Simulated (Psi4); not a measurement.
# PH (SMILES [PH]) at USVWN5/cc-pVTZ

What is the energy change on altering one bond length of PH at USVWN5/cc-pVTZ? 

The calculation is run with Psi4 1.11.

2 further runs of the same task are left out: 1 that didn't finish, 1 set aside as unsound or not needed.

## Step 1: Starting point

The species is PH (2 atoms), meant as a triplet with charge 0. As SMILES, `[PH]`. The coordinates come from a PBE0-D4/def2-TZVP relaxation.

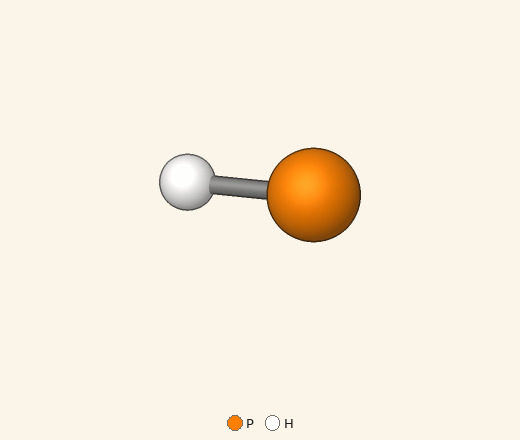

The structure, seen from a chosen angle (phosphorus orange, hydrogen white).

## Step 2: Energy and forces at USVWN5/cc-pVTZ

Contents of hp.inp:

```
memory 2200 mb

molecule {
  0 3
  P
  H 1 1.42829
  units angstrom
  symmetry c1
}

set globals {
  basis cc-pVTZ
  reference uks
  puream true
  e_convergence 1e-09
  d_convergence 1e-08
  scf_type pk
  dft_radial_points 99
  dft_spherical_points 590
  maxiter 100
}

energy_value, wavefunction = gradient("scf", dft_functional={"name": "SVWN5", "x_functionals": {"LDA_X": {}}, "c_functionals": {"LDA_C_VWN": {}}}, return_wfn=True)
oeprop(wavefunction, "MULLIKEN_CHARGES", "WIBERG_LOWDIN_INDICES", "QUADRUPOLE")
```

On the command line:

```
$ psi4 -n 1 hp.inp hp.out
```

hp.out:

```text
[...]
  Running in c1 symmetry.
[...]
  Nuclear repulsion =    5.557455530774563
[...]
  Multiplicity = 3
[...]
  Nalpha       = 9
  Nbeta        = 7
[...]
    Number of basis functions: 48
[...]
   @UKS iter   1:  -340.56720630569515   -2.50279e-01   6.07066e-03 ADIIS/DIIS
[...]
   @UKS iter   9:  -340.60539061256668   -5.17275e-12   9.92569e-09 DIIS
[...]
   @S^2 Observed:                2.003299283E+00
[...]
    Orbital Energies [Eh]
    ---------------------
    Alpha Occupied:
       1A    -76.052369     2A     -6.307593     3A     -4.559645
       4A     -4.559645     5A     -4.553134     6A     -0.564748
       7A     -0.314973     8A     -0.224623     9A     -0.224623
    Alpha Virtual:
      10A     -0.003617    11A      0.134386    12A      0.208173
      13A      0.208173    14A      0.220760    15A      0.220760
      16A      0.229643    17A      0.230212    18A      0.230212
      19A      0.350095    20A      0.501992    21A      0.748287
      22A      0.748287    23A      1.004955    24A      1.147967
      25A      1.147967    26A      1.150573    27A      1.150573
[...]
  @UKS Final Energy:  -340.60539061256668
   => Energetics <=
    Nuclear Repulsion Energy =              5.5574555307745630
    One-Electron Energy =                -483.0995628086931788
    Two-Electron Energy =                 159.1596194180283987
    DFT Exchange-Correlation Energy =     -22.2229027526764789
    Empirical Dispersion Energy =           0.0000000000000000
    VV10 Nonlocal Energy =                  0.0000000000000000
    Total Energy =                       -340.6053906125666799
[...]
  -Total Gradient:
     Atom            X                  Y                   Z
    ------   -----------------  -----------------  -----------------
       1        0.000000000000    -0.000000000000     0.006334796717
       2       -0.000000000000    -0.000000000000    -0.006334757364
[...]
 Multipole Moments:
 ------------------------------------------------------------------------------------
     Multipole            Electronic (a.u.)      Nuclear  (a.u.)        Total (a.u.)
 ------------------------------------------------------------------------------------
 L = 1.  Multiply by 2.5417464519 to convert [e a0] to [Debye]
 Dipole X            :         -0.0000000            0.0000000           -0.0000000
 Dipole Y            :          0.0000000            0.0000000            0.0000000
 Dipole Z            :         -1.1328226            1.3381952            0.2053726
 Magnitude           :                                                    0.2053726
 L = 2.  Multiply by 1.3450342976 to convert [e a0^2] to [Debye ang]
 Quadrupole XX       :        -10.6786727            0.0000000          -10.6786727
 Quadrupole XY       :          0.0000000            0.0000000            0.0000000
[...]
  Mulliken Charges: (a.u.)
   Center  Symbol    Alpha    Beta     Spin     Total
       1     P     8.55003  6.50615  2.04388 -0.05617
       2     H     0.44997  0.49385 -0.04388  0.05617
   Total alpha =  9.00000, Total beta =  7.00000, Total charge =  0.00000
  Wiberg Bond Indices using Orthogonal Lowdin Orbitals:
  Total Bond Index:
  Irrep: 1 Size: 2 x 2
                 1                   2
[...]
```

Wall time 22 s (1 thread of Intel Xeon at 2.50GHz (Skylake/Cascade Lake), shared host); peak memory 0.44 GiB.

## Step 3: The distorted shape: a single-point energy at USVWN5/cc-pVTZ

Contents of job.py:

```python
import psi4

psi4.set_memory('2200 MB')
psi4.set_num_threads(1)
psi4.core.set_output_file('run.log', False)

molecule = psi4.geometry("""
0 3
P      0.000000     0.000000    -0.228820
H      0.000000     0.000000     1.413680
units angstrom
symmetry c1
""")

psi4.set_options({
    'basis': 'cc-pVTZ',
    'reference': 'uks',
    'puream': True,
    'e_convergence': 1e-09,
    'd_convergence': 1e-08,
    'scf_type': 'pk',
    'dft_radial_points': 99,
    'dft_spherical_points': 590,
    'maxiter': 100,
})

e_tot, wfn = psi4.energy('scf', dft_functional={"name": "SVWN5", "x_functionals": {"LDA_X": {}}, "c_functionals": {"LDA_C_VWN": {}}}, molecule=molecule, return_wfn=True)
psi4.oeprop(wfn, 'QUADRUPOLE', 'LOWDIN_CHARGES', 'WIBERG_LOWDIN_INDICES')
print(f'scf energy: {e_tot:.10f} Eh')
for k, v in sorted(psi4.core.scalar_variables().items()):
    print(f'{k:45s} {v:18.10f}')
```

On the command line:

```
$ python job.py
```

run.log:

```text
[...]
  Running in c1 symmetry.
[...]
  Nuclear repulsion =    4.832668590593607
[...]
  Multiplicity = 3
[...]
  Nalpha       = 9
  Nbeta        = 7
[...]
    Number of basis functions: 48
[...]
   @UKS iter   1:  -340.56342789506169   -2.97702e-01   5.65981e-03 DIIS/ADIIS
[...]
   @UKS iter  10:  -340.59564149037374   -1.87583e-12   2.18003e-09 DIIS
[...]
   @S^2 Observed:                2.004701499E+00
[...]
    Orbital Energies [Eh]
    ---------------------
    Alpha Occupied:
       1A    -76.065891     2A     -6.317716     3A     -4.569618
       4A     -4.569618     5A     -4.564571     6A     -0.548211
       7A     -0.304514     8A     -0.225608     9A     -0.225608
    Alpha Virtual:
      10A     -0.044848    11A      0.151058    12A      0.207614
      13A      0.207614    14A      0.219480    15A      0.219480
      16A      0.223886    17A      0.228738    18A      0.228738
      19A      0.327241    20A      0.448859    21A      0.698351
      22A      0.698351    23A      0.995065    24A      1.147360
      25A      1.147360    26A      1.154583    27A      1.154583
[...]
  @UKS Final Energy:  -340.59564149037374
   => Energetics <=
    Nuclear Repulsion Energy =              4.8326685905936069
    One-Electron Energy =                -481.6059084205016916
    Two-Electron Energy =                 158.3519803245591788
    DFT Exchange-Correlation Energy =     -22.1743819850247981
    Empirical Dispersion Energy =           0.0000000000000000
    VV10 Nonlocal Energy =                  0.0000000000000000
    Total Energy =                       -340.5956414903737368
[...]
 Multipole Moments:
 ------------------------------------------------------------------------------------
     Multipole            Electronic (a.u.)      Nuclear  (a.u.)        Total (a.u.)
 ------------------------------------------------------------------------------------
 L = 1.  Multiply by 2.5417464519 to convert [e a0] to [Debye]
 Dipole X            :         -0.0000000            0.0000000           -0.0000000
 Dipole Y            :          0.0000000            0.0000000            0.0000000
 Dipole Z            :         -1.4354862            1.5388931            0.1034070
 Magnitude           :                                                    0.1034070
 L = 2.  Multiply by 1.3450342976 to convert [e a0^2] to [Debye ang]
 Quadrupole XX       :        -10.8346610            0.0000000          -10.8346610
 Quadrupole XY       :         -0.0000000            0.0000000           -0.0000000
[...]
```

Standard output:

```text
scf energy: -340.5956414904 Eh
CURRENT ENERGY                                   -340.5956414904
CURRENT REFERENCE ENERGY                         -340.5956414904
DD SOLVATION ENERGY                                 0.0000000000
DFT FUNCTIONAL TOTAL ENERGY                      -340.5956414904
DFT TOTAL ENERGY                                 -340.5956414904
DFT VV10 ENERGY                                     0.0000000000
DFT XC ENERGY                                     -22.1743819850
GRID ELECTRONS ALPHA                                8.9999999969
GRID ELECTRONS BETA                                 6.9999999967
GRID ELECTRONS TOTAL                               15.9999999936
NUCLEAR REPULSION ENERGY                            4.8326685906
ONE-ELECTRON ENERGY                              -481.6059084205
PCM POLARIZATION ENERGY                             0.0000000000
PE ENERGY                                           0.0000000000
SCF ITERATION ENERGY                             -340.5956414904
SCF ITERATIONS                                     10.0000000000
SCF TOTAL ENERGY                                 -340.5956414904
TWO-ELECTRON ENERGY                               158.3519803246
XC GRID RADIAL POINTS                              99.0000000000
XC GRID SPHERICAL POINTS                          590.0000000000
XC GRID TOTAL POINTS                           110564.0000000000
```

Run time: 17 s. Hardware: 1 thread of Intel Xeon at 2.50GHz (Skylake/Cascade Lake), shared host; peak memory 0.44 GiB.

## Step 4: What came out

Level: USVWN5/cc-pVTZ.

| quantity | value |
| --- | --- |
| first shape: total energy | -340.60539 Eh |
| first shape: dipole moment | 0.52 D |
| first shape: HOMO energy (highest over α and β) | -6.11 eV |
| first shape: LUMO energy (lowest over α and β) | -4.35 eV |
| first shape: ⟨S²⟩ | 2.003 |
| first shape: largest force on an atom | 0.326 eV/Å |
| distorted shape: total energy | -340.59564 Eh |
| distorted shape: dipole moment | 0.26 D |
| distorted shape: HOMO energy (highest over α and β) | -6.14 eV |
| distorted shape: LUMO energy (lowest over α and β) | -4.36 eV |
| distorted shape: ⟨S²⟩ | 2.005 |
| energy change with the P1–H2 bond stretched from 1.428 to 1.643 Å | 0.265 eV |

In words: With the P1–H2 bond stretched from 1.428 to 1.643 Å the energy rises by 0.27 eV (25.6 kJ/mol). The first shape isn't relaxed at this level, so the change isn't measured from a minimum. The largest force (first shape) is 0.33 eV/Å: the shape isn't a stationary point for this species at this level.
